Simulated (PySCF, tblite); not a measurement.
# H7NO3Si2, a small molecule taken as a stand-in for a surface group (hydroxylated Si): NMR shifts, core binding energies and electronic excitations

Aim: the NMR shifts, core binding energies and electronic excitations of `O[Si](O)(O)N[SiH3]`.

Computed with tblite 0.8.0 and PySCF 2.14.0; each step states its level. No surroundings beyond the atoms listed, unless a continuum is named. Atoms count from 0, parts from 1.

## 1. Starting point

13 atoms, charge 0, multiplicity 1; geometry: distance geometry start.

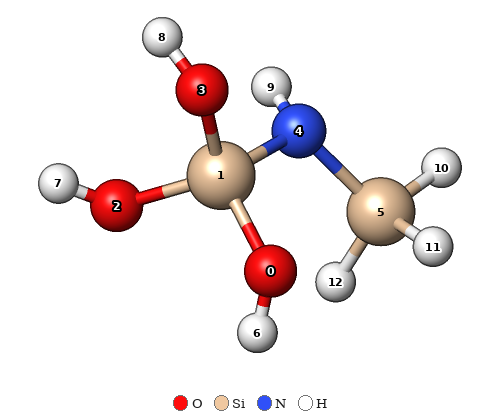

The starting geometry (oxygen red, silicon light orange, nitrogen blue, hydrogen white), atoms numbered.

## 2. Geometry optimisation with GFN2-xTB

Job settings and geometry (Å):

```
{"job": {"kind": "relax", "xc": "GFN2-xTB", "basis": "xTB"}, "charge": 0, "multiplicity": 1}
O      0.081856    -0.488978     0.759437
Si    -1.500268    -0.355332    -0.007028
O     -2.140357    -1.964145    -0.373536
O     -2.613191     0.491420     1.083970
N     -1.343861     0.607502    -1.570293
Si     0.313103     0.635444    -2.308319
H      0.660796    -1.246477     0.679316
H     -2.918243    -2.345922     0.034901
H     -3.588857     0.497075     0.988837
H     -2.127555     0.546329    -2.201926
H      0.332450     1.496984    -3.431618
H      1.232474     1.154024    -1.352897
H      0.682297    -0.655315    -2.683272
```

Method: GFN2-xTB geometry optimisation, gas phase.

Run with:

```
$ OMP_NUM_THREADS=1 python cluster_run.py task.json out
```

This one command runs all jobs of the session in turn.

**Question.** The jobs that follow are: PBE0-D3(BJ)/def2-SVP geometry optimisation, gas phase; GIAO PBE0/pcSseg-1 NMR shielding, non-relativistic, gas phase; delta-SCF UKS SCAN, pcX-2 on the ionised atom, pcseg-1 elsewhere, spin-free X2C; TDDFT CAM-B3LYP/def2-SVPD, vertical, gas phase, core orbitals frozen in the response. Predict: point group; rotational constants (main isotopes); $^{1}$H shifts against TMS (PBE0/pcSseg-1); $^{17}$O shifts against H2O (PBE0/pcSseg-1); $^{29}$Si shifts against TMS (PBE0/pcSseg-1); $^{15}$N shifts against NH3 (PBE0/pcSseg-1); O1s binding energies, SCAN/pcX-2; Si2p binding energies, SCAN/pcX-2 (standing for 1 of 2 atoms); N1s binding energies, SCAN/pcX-2; lowest singlet (CAM-B3LYP/def2-SVPD); brightest single state of those computed; lowest triplet; vertical ionisation energy (ΔSCF).

**Answer**, as computed:

| quantity | value |
| --- | --- |
| point group | C1 |
| rotational constants (main isotopes) | 3.83, 1.41, 1.36 GHz |
| $^{1}$H shifts against TMS (PBE0/pcSseg-1) | 4.61, 4.54, 4.50, 1.85, 1.83, 1.77, 0.36 ppm |
| $^{17}$O shifts against H2O (PBE0/pcSseg-1) | 56.5, 52.4, 50.6 ppm |
| $^{29}$Si shifts against TMS (PBE0/pcSseg-1) | -55.0, -55.6 ppm |
| $^{15}$N shifts against NH3 (PBE0/pcSseg-1) | 15.3 ppm |
| O1s binding energies, SCAN/pcX-2 | O2 538.75, O3 538.74, O0 538.71 eV |
| Si2p binding energies, SCAN/pcX-2 (standing for 1 of 2 atoms) | Si1 108.45 eV |
| N1s binding energies, SCAN/pcX-2 | N4 404.37 eV |
| lowest singlet (CAM-B3LYP/def2-SVPD) | 6.53 eV (190 nm), f = 0.006 |
| brightest single state of those computed | state 6, 8.05 eV, f = 0.033 |
| lowest triplet | 6.25 eV |
| vertical ionisation energy (ΔSCF) | 9.98 eV |

What this shows: Over 18 steps the energy fell by 0.186 eV; of the close pairs, Si5–H12 changed most, 1.449 to 1.495 Å (PBE0/def2-SVP). At PBE0/pcSseg-1: Shielding is most anisotropic at Si5 (span 107 ppm, paramagnetic term -472 ppm). The O1s levels computed lie within 0.04 eV of one another, too close to rank. The first singlet state (HOMO→LUMO 0.83, HOMO→LUMO+2 0.11) lies at 6.53 eV and is weak; of the 6 states computed, the strongest absorption comes from state 6 at 8.05 eV (the last computed, so partners may be missing). The lowest triplet lies 0.28 eV below the lowest singlet (triplets in Tamm-Dancoff, singlets in full TDDFT). The orbital energy would give 9.19 eV for ionisation, ΔSCF gives 9.98 eV. A capped cluster stands for the solid here, so long-range fields and strain are missing, and bands or shifts of the capping hydrogens have no counterpart in it.
